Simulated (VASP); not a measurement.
Input:

```
Bi
1.0
    4.36551    -2.30005     0.05111
    4.36551     2.30005     0.05111
    3.10943     0.00000     3.83171
Bi
2
Cartesian
  2.74665   0.00000   0.91256
  9.09381   0.00000   3.02137
```

These are revPBE GGA, VASP's PBE PAW potentials (set 64) (plane waves; VASP 6.6.1) values and carry that method's errors. Run with 520 eV cut-off, 11×11×11 Γ-centred mesh, tetrahedra with Blöchl corrections, potentials Bi_d.

Unless said otherwise, spin-orbit coupling is left out, though it shifts the bands of the heavy elements here.

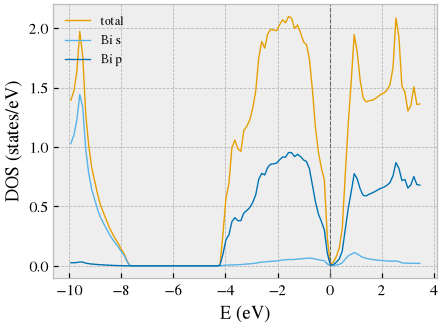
*Total and projected density of states, zero at the Fermi level*

Within 2 eV below the Fermi level the largest weight inside VASP's projection spheres is Bi p.

It has no gap at this level: it comes out as a metal or semimetal.

The compound is Bi in the a7 structure. It was relaxed first, which changed the volume by +8 %.
